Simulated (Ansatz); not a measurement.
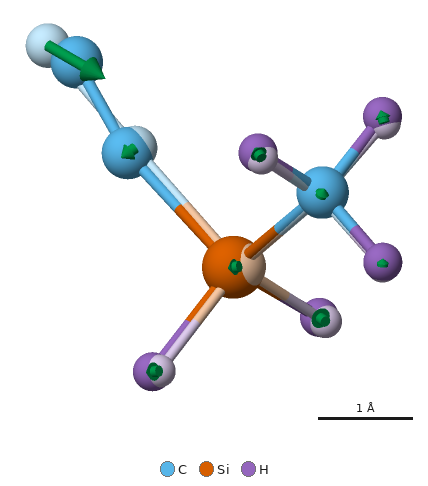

This is a relaxation of C₃H₅Si (multiplicity 2) (coarse preliminary run). The starting structure is drawn faded, the final one solid; green arrows show the displacements, magnified 2 times. The two geometries are superimposed by the best rigid fit.

Style: ball-and-stick. Shown from a free direction.

The start comes from a force field.

All numbers below come from Ansatz 0.2.0, UKS PBE-D4/def2-SVP.

Input
```yaml
crystal:
  periodic: [false, false, false]
  atoms:
    - {symbol: C, position_ang: [3.115200, -1.448700, -0.103300]}
    - {symbol: C, position_ang: [1.818800, -0.492900, -0.187800]}
    - {symbol: Si, position_ang: [0.271000, 0.606600, -0.281600]}
    - {symbol: C, position_ang: [-1.143400, -0.265400, 0.312500]}
    - {symbol: H, position_ang: [0.081900, 1.067200, -1.678900]}
    - {symbol: H, position_ang: [0.500500, 1.838100, 0.562600]}
    - {symbol: H, position_ang: [-2.066700, 0.379600, 0.266000]}
    - {symbol: H, position_ang: [-1.383200, -1.142700, -0.303000]}
    - {symbol: H, position_ang: [-1.105600, -0.588000, 1.396400]}
basis:
  gaussian: {orbitals: def2-SVP}
magnetization: {spin_polarized: true, initial_magnetization: 1}
hamiltonian: {xc: pbe, dispersion: d4}
relax: {f_tol: 0.03, max_steps: 200}
```

Launched with:
```bash
ansatz run in.yaml --threads 4 --pin off --events-out ev --progress --plain --max-ram 10444MiB
```

Which element moves most?

Answer. Carbon: up to 0.41 Å, against 0.13 Å for hydrogen.

Describe the change and its energy.

Answer. The energy falls by 2.329 eV in 10 accepted moves (11 points after the start). The largest force component goes from 6.7 to 0.012 eV/Å. The line search rejected the trial step at point 10 of the run. The forces were under the threshold at step 7, but the run went on from there. C1 moves most after the best rigid fit: 0.41 Å. By element the largest moves are C 0.41 Å, H 0.13 Å, Si 0.08 Å. Near-neighbour distances that change, for instance: C1–C2 1.613 → 1.243 Å, Si3–C4 1.765 → 1.883 Å, C2–Si3 1.901 → 1.850 Å, Si3–H5 1.483 → 1.503 Å. Among the angles between lasting bonds that change: C1–C2–Si3 179.0° → 168.0°, Si3–C4–H9 115.9° → 110.6°, H7–C4–H9 103.3° → 108.5°.
